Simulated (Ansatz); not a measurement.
# CClF2 (chlorodifluoromethyl radical) at 6 levels

We compute a comparison of 6 runs (U-r2SCAN0/STO-3G, U-wB97X/STO-3G, UBHLYP/STO-3G, RPA@PBE/STO-3G, UMP2/STO-3G, UCCSDT/STO-3G) of CClF2 (chlorodifluoromethyl radical). 

Program for the calculation: Ansatz 0.2.0.

67 further runs of the same task are left out: 6 that didn't finish, 61 set aside as unsound or not needed.

### 1 The system as given

CClF2: 4 atoms, total charge 0, spin state doublet. As SMILES, `F[C](F)Cl`. The Cl4–C2 distance was set to 3.439 Å, away from the relaxed value. At this shape a bond of the SMILES string is far longer than usual.

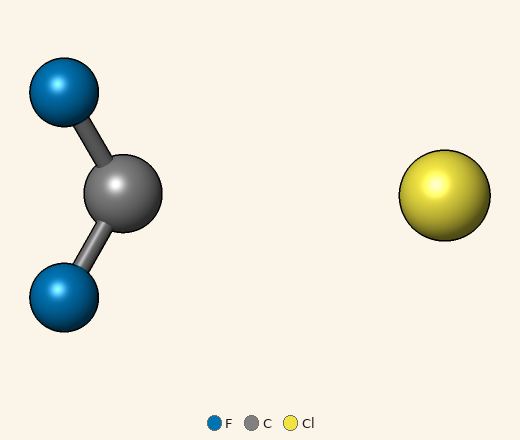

Viewed from a chosen angle; fluorine blue, carbon grey, chlorine yellow.

### 2 The energy at U-r2SCAN0/STO-3G (run 1)

The input, in.yaml:

```yaml
crystal:
  periodic: [false, false, false]
  atoms:
    - {symbol: F, position_ang: [0.108600, -1.142108, 2.403707]}
    - {symbol: C, position_ang: [-0.148200, -1.501608, 1.165507]}
    - {symbol: F, position_ang: [0.655400, -2.472108, 0.790507]}
    - {symbol: Cl, position_ang: [-0.313000, 1.121200, -1.052700]}
basis:
  gaussian:
    orbitals: STO-3G
magnetization:
  spin_polarized: true
  initial_magnetization: 1
hamiltonian:
  xc: {name: r2SCAN0}
accuracy: high
```

The run is started by

```sh
$ ansatz run in.yaml --threads 1 --pin off --max-ram 2610MiB --events-out events.jsonl --progress --plain --runs-dir runs
```

Log:

```text
Warning: RAYON_NUM_THREADS=1 ignored (pool sized by the plan → 1); use --threads N
Functional definition: r2SCAN0
  name "r2SCAN0"
  parameter a = 0.25
  parameter k0 = 0.174
  parameter k1 = 0.065
  parameter a1 = 4.9479
  exchange = (1 - a)*r2scan_x(k0 = k0, k1 = k1, a1 = a1) + a*exact_x
  correlation = r2scan_c
399 factors; integrals over basis functions are off by at most 3.3e-8 eV
mean field evaluation 1: about -18753.3180 eV, gradient 9.6e0 eV
mean field evaluation 2: about -18691.1521 eV, gradient 5.7e1 eV
mean field evaluation 4: about -18753.7064 eV, gradient 7.9e0 eV
mean field evaluation 8: about -18753.9144 eV, gradient 5.8e0 eV
mean field evaluation 16: about -18759.3264 eV, gradient 1.7e-4 eV
mean field evaluation 32: about -18759.2918 eV, gradient 4.4e-1 eV
mean field -18759.32641023 eV, -689.3925300479 hartree, gradient 5.9e-8 eV, S^2 0.764771; 6 other end points of the search recorded, 0 dependent functions left out
reference -18759.32641052 eV, -689.3925300585 hartree; 21, 20 occupied and 3, 4 virtual orbitals, 399 factors
Total energy: -18759.32641052 eV, -689.3925300585 hartree
```

Run time: 7.5 s. Hardware: 1 thread of Arm Neoverse V2, shared host; peak memory 0.24 GiB.

### 3 The energy at U-wB97X/STO-3G (run 2)

The input, input.yaml:

```yaml
basis:
  gaussian: {orbitals: STO-3G}
crystal:
  periodic: [false, false, false]
  atoms:
    - {symbol: F, position_ang: [0.108600, -1.142108, 2.403707]}
    - {symbol: C, position_ang: [-0.148200, -1.501608, 1.165507]}
    - {symbol: F, position_ang: [0.655400, -2.472108, 0.790507]}
    - {symbol: Cl, position_ang: [-0.313000, 1.121200, -1.052700]}
hamiltonian: {xc: {name: wB97X}}
total_charge: 0
accuracy: high
magnetization: {spin_polarized: true, initial_magnetization: 1}
```

The run is started by

```sh
$ ansatz run input.yaml --threads 1 --pin off --max-ram 2610MiB --events-out events.jsonl --progress --plain --runs-dir runs
```

Log, shortened:

```text
Warning: RAYON_NUM_THREADS=1 ignored (pool sized by the plan → 1); use --threads N
Functional definition: wB97X
  name "wB97X"
[...]
      + exact_x_lr(omega)
[...]
      + integral(e_c_pw_opposite_spin*poly(b97_u_opposite, 1, cos1, cos2, cos3, cos4))
399 factors; integrals over basis functions are off by at most 3.3e-8 eV
158 factors; integrals over basis functions are off by at most 6.9e-10 eV
[...]
mean field -18760.81787179 eV, -689.4473402492 hartree, gradient 4.5e-8 eV, S^2 0.753330; 6 other end points of the search recorded, 0 dependent functions left out
reference -18760.81787076 eV, -689.4473402114 hartree; 21, 20 occupied and 3, 4 virtual orbitals, 399 factors
Total energy: -18760.81787076 eV, -689.4473402114 hartree
```

Wall time 17 s (1 thread of Arm Neoverse V2, shared host); peak memory 0.4 GiB.

Run 3 isn't shown in full; the table further down has it.

### 4 A single-point energy at RPA@PBE/STO-3G (run 4)

Edit input.yaml of step 3 so:

```diff
@@ -1,3 +1 @@
-basis:
-  gaussian: {orbitals: STO-3G}
 crystal:
@@ -9,5 +7,7 @@
     - {symbol: Cl, position_ang: [-0.313000, 1.121200, -1.052700]}
-hamiltonian: {xc: {name: wB97X}}
-total_charge: 0
+basis:
+  gaussian: {orbitals: STO-3G}
+hamiltonian: {xc: {name: PBE}}
 accuracy: high
 magnetization: {spin_polarized: true, initial_magnetization: 1}
+correlation: {method: rpa, frozen_orbitals: {C: 1, Cl: 5, F: 1}}
```

The run is started by

```sh
$ ansatz run input.yaml --threads 1 --pin off --max-ram 2610MiB --events-out events.jsonl --progress --plain --runs-dir runs
```

Log, shortened:

```text
Warning: RAYON_NUM_THREADS=1 ignored (pool sized by the plan → 1); use --threads N
Functional definition: PBE
  name "PBE"
[...]
399 factors; integrals over basis functions are off by at most 3.3e-8 eV
[...]
mean field -18749.73572188 eV, -689.0400787516 hartree, gradient 1.5e-8 eV, S^2 0.752424; 9 other end points of the search recorded, 0 dependent functions left out
8 core orbitals not correlated: weight in the atoms' cores, before any rotation towards them, 1.000 or more for the frozen orbitals, at most 0.000 for the correlated occupied ones
reference -18717.46804680 eV, -687.8542635644 hartree; 13, 12 occupied and 3, 4 virtual orbitals, 399 factors
Total energy: -18725.57422572 eV, -688.1521601452 hartree
```

It took 5.4 s on 1 thread of Arm Neoverse V2, shared host; peak memory 0.14 GiB.

Run 5 isn't shown in full; the table further down has it.

### 5 The energy at UCCSDT/STO-3G (run 6)

The input, molecule.yaml:

```yaml
basis:
  gaussian: {orbitals: STO-3G}
crystal:
  periodic: [false, false, false]
  atoms:
    - {symbol: F, position_ang: [0.108600, -1.142108, 2.403707]}
    - {symbol: C, position_ang: [-0.148200, -1.501608, 1.165507]}
    - {symbol: F, position_ang: [0.655400, -2.472108, 0.790507]}
    - {symbol: Cl, position_ang: [-0.313000, 1.121200, -1.052700]}
correlation: {method: ccsdt, frozen_orbitals: {C: 1, Cl: 5, F: 1}}
scf: {omitted_lower_state_checks: [cluster_reference, increment]}
accuracy: high
total_charge: 0
magnetization: {spin_polarized: true, initial_magnetization: 1}
```

The run is started by

```sh
$ ansatz run molecule.yaml --threads 1 --pin off --max-ram 2610MiB --events-out events.jsonl --progress --plain --runs-dir runs
```

Log:

```text
Warning: RAYON_NUM_THREADS=1 ignored (pool sized by the plan → 1); use --threads N
[... 17 lines left out ...]
8 core orbitals not correlated: weight in the atoms' cores, before any rotation towards them, 1.000 or more for the frozen orbitals, at most 0.000 for the correlated occupied ones
[... 79 lines left out ...]
Total energy: -18723.03058889 eV, -688.0586832157 hartree
Checks for a lower state left out: cluster_reference, increment
```

Run time: 3.3 s. Hardware: 1 thread of Arm Neoverse V2, shared host.

### 6 Overview of the runs

```tsv
run	level	frozen core orbitals	energy (Eh)	⟨S²⟩	wall time
1	U-r2SCAN0/STO-3G	–	-689.392530	0.765	7.5 s
2	U-wB97X/STO-3G	–	-689.447340	0.753	17 s
3	UBHLYP/STO-3G	–	-689.413890	0.763	3.3 s
4	RPA@PBE/STO-3G	8	-688.152160	0.752	5.4 s
5	UMP2/STO-3G	8	-688.024714	0.980	0.88 s
6	UCCSDT/STO-3G	8	-688.058683	0.980	3.3 s
```

### 7 What came out

| quantity | value |
| --- | --- |
| run 6: total energy | -688.05868 Eh |
| run 6: correlation energy (8 core orbitals frozen) | -118.2 mEh |
| run 6: ⟨S²⟩ of the reference determinant | 0.980 |
| run 6: T1 diagnostic | 0.047 |

In words: Totals of different functionals can't be ranked against each other. In runs 1, 2, 3, 4, 5, 6 the basis is minimal, so the values are rough. Spin contamination of the reference: run 5 ⟨S²⟩ = 0.98, run 6 ⟨S²⟩ = 0.98. All runs together took 38 s, the longest 17 s.
